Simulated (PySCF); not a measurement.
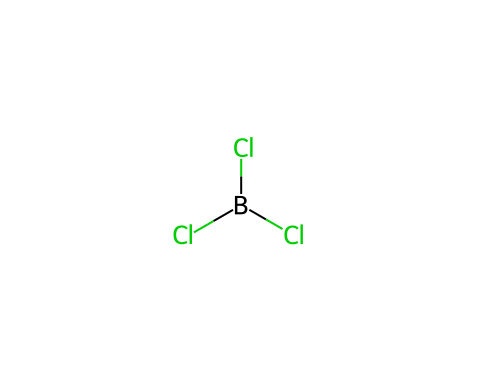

A structural formula.

**Write the SMILES.**

ClB(Cl)Cl

**Give the formula, hydrogens included.**

BCl3.

**An optimisation with PBE0-D3(BJ)/def2-TZVP gave a structure of which point group?**

D3h.

More results for the same structure follow; atom numbers are the same in all pictures, views and colours differ. The computed structure is the end point of a PBE0-D3(BJ)/def2-TZVP optimisation. No frequency run is at hand to confirm it as a minimum.

**Geometry**

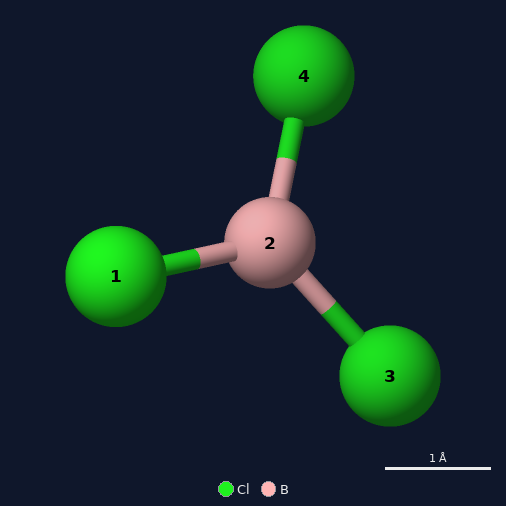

Numbered structure. No frequency run is at hand to confirm it as a minimum.

**What is the geometry at B2?**

B2 has 3 neighbours (Cl1 at 1.74, Cl3 at 1.74, Cl4 at 1.74 Å); the arrangement is trigonal planar.

**Core levels**

No frequency run is at hand to confirm it as a minimum. Method: delta-SCF UKS SCAN, pcX-3 on the ionised atom, pcseg-2 elsewhere, spin-free X2C (PySCF 2.14.0).

Give the core-electron binding energies (to vacuum; p and d levels without spin–orbit splitting) of Cl1 1s, Cl1 2p, B2 1s.

```tsv
atom	level	binding energy (eV)
Cl1	1s	2829.6
Cl1	2p	207.5
B2	1s	199.7
```

**Levels of theory compared**

No frequency run is at hand to confirm it as a minimum. Program: PySCF 2.14.0.

Tabulate HOMO energy (eV), HOMO–LUMO gap (eV) at these levels: B97-2/pcSseg-2; CAM-B3LYP/aug-cc-pVTZ; KT3/pcSseg-2; PBE0/aug-cc-pVTZ; PBE0/pcSseg-2; WP04/pcSseg-2 in chloroform (IEF-PCM); ωB97X-D/aug-cc-pVTZ; ωB97X-D/pcSseg-2; ωB97X-D/pcSseg-2 in chloroform (IEF-PCM).

| level | HOMO energy (eV) | HOMO–LUMO gap (eV) |
| --- | --- | --- |
| B97-2/pcSseg-2 | −8.90 | 7.15 |
| CAM-B3LYP/aug-cc-pVTZ | −10.52 | 9.90 |
| KT3/pcSseg-2 | −7.87 | 5.27 |
| PBE0/aug-cc-pVTZ | −9.14 | 7.38 |
| PBE0/pcSseg-2 | −9.16 | 7.40 |
| WP04/pcSseg-2 in chloroform (IEF-PCM) | −10.17 | 6.51 |
| ωB97X-D/aug-cc-pVTZ | −11.01 | 11.10 |
| ωB97X-D/pcSseg-2 | −11.04 | 11.12 |
| ωB97X-D/pcSseg-2 in chloroform (IEF-PCM) | −10.98 | 11.17 |

**Polarisability**

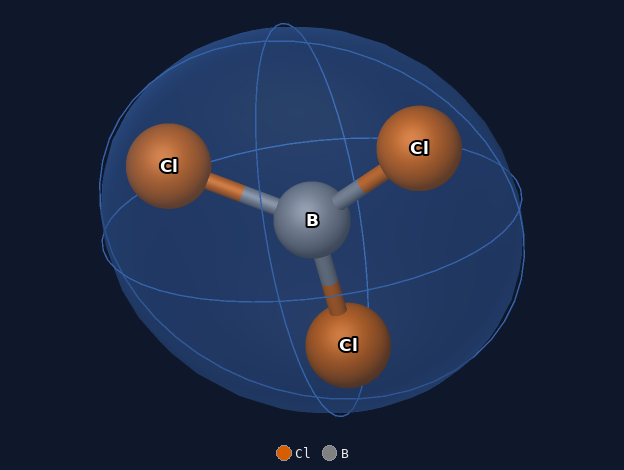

The ellipsoid shows the static dipole polarisability: its half-axes are proportional to the principal values. No frequency run is at hand to confirm it as a minimum. Level of theory: PBE0/aug-cc-pVTZ (PySCF 2.14.0).

**How large and how anisotropic is the polarisability?**

Principal values 40.8, 62.4, 62.4 bohr³; mean 55.2 bohr³ (8.18 Å³); anisotropy 21.6 bohr³, so the longest axis is 1.53 times the shortest.

**NMR shielding**

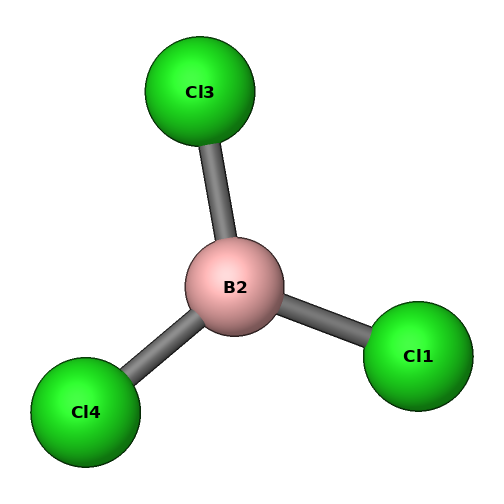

No frequency run is at hand to confirm it as a minimum. Method: GIAO WP04/pcSseg-2 NMR shielding, non-relativistic, IEF-PCM chloroform (PySCF 2.14.0). Principal shieldings σ11 ≤ σ22 ≤ σ33, span Ω = σ33 − σ11, skew κ = 3(σiso − σ22)/Ω.

Give the shielding tensors of the B atoms.

| atom | σ11 | σ22 | σ33 | σiso | Ω | κ |
| --- | --- | --- | --- | --- | --- | --- |
| B2 | 25.9 | 26.0 | 60.7 | 37.5 | 34.8 | 1.00 |

Shieldings and span in ppm.
